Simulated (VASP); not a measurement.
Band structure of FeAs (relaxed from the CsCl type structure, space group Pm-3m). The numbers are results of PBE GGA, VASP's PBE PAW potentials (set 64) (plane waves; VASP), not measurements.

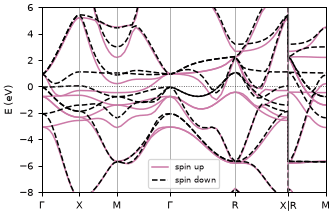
Figure. Bands along high-symmetry lines, zero at the valence-band maximum or, without a gap, the Fermi level

Read the plot: is there a gap, and where are the band edges?

It has no gap at this level: it comes out as a metal or semimetal. (Edges off the drawn lines would not show.)

The structure was generated: FeAs was put into the CsCl type type (Pm-3m), which need not be its known phase. It was relaxed first, which changed the volume by -26 %.
